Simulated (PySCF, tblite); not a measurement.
**C₃H₇Si₂ radical: geometry, infrared bands and EPR parameters**

What infrared bands and EPR parameters should C₃H₇Si₂ radical (`[SiH3][C@@H]1C=[C][SiH2]1`) show?

Programs: tblite 0.8.0 and PySCF 2.14.0, with density-fitted response routines of our own. Each step states its level of theory. These are calculated values for one molecule in the gas phase, unless marked as measured. Atoms are numbered from 0 throughout.

**1. The starting structure**

12 atoms, charge 0, multiplicity 2; geometry from: force field or distance geometry start.

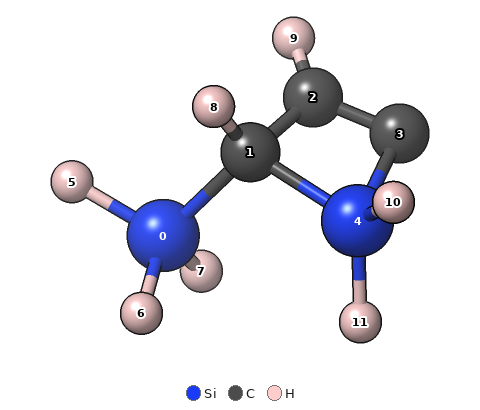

As it starts; silicon blue, carbon dark grey, hydrogen pink, atoms numbered.

**2. Geometry optimisation with GFN2-xTB**

Job settings and geometry (Å):

```
{"job": {"kind": "relax", "xc": "GFN2-xTB", "basis": "xTB"}, "charge": 0, "multiplicity": 2}
Si     1.602500    -0.216900     0.053100
C     -0.122200     0.134100    -0.614300
C     -0.712400     1.389000    -0.113100
C     -1.708100     0.979700     0.646700
Si    -1.368400    -0.788900     0.377600
H      2.573900     0.345100    -0.910100
H      1.782500    -1.664500     0.017300
H      1.798600     0.342100     1.396000
H     -0.149000     0.054100    -1.701000
H     -0.423800     2.436300    -0.339400
H     -2.426200    -1.490500    -0.369100
H     -0.846100    -1.520300     1.530300
```

Launch:

```bash
$ OMP_NUM_THREADS=1 python probes_run.py task.json out
```

One launch serves the whole session: the jobs run in the order shown.

**Question.** This job is followed by: GFN2-xTB harmonic vibrations, gas phase; UKS B3LYP, pcH-1 on C H Si, non-relativistic, mean-field spin-orbit, GIAO. What will the session give for the following? strongest single infrared mode (GFN2-xTB); zero-point energy (GFN2-xTB); g(iso) (B3LYP); ⟨S²⟩; largest a(iso) (averaged by class); potential on the surface of density 0.002 e/bohr³, 1st and 99th percentile.

As calculated:

```
                                                                  quantity                  value
                                 strongest single infrared mode (GFN2-xTB)  2277 cm⁻¹, 633 km/mol
                                              zero-point energy (GFN2-xTB)          47.3 kcal/mol
                                                            g(iso) (B3LYP)                2.00263
                                                                      ⟨S²⟩     0.758 (exact 0.75)
                                        largest a(iso) (averaged by class)   13C on C3, 303.2 MHz
potential on the surface of density 0.002 e/bohr³, 1st and 99th percentile     -0.88 V and 1.46 V
```

**Reading.** The optimisation took 66 steps and gained 0.340 eV; among the close pairs (by a distance rule), C1–Si4 changed most, from 1.841 to 1.955 Å. All 30 modes are real, so the xTB geometry is a minimum. The strongest single mode, at 2277 cm⁻¹, moves mainly H10 and H7. GFN2-xTB is a fitted tight-binding method: band positions and strengths are rough. Its intensities can rank the bands wrongly. Most of the unpaired spin sits on C3 (0.91 e). The isotropic g lies 0.3 ppt above the free-electron value. The conformer search (at its own cheap level) found a structure 3.0 kcal/mol lower, so these spectra needn't be the molecule's.
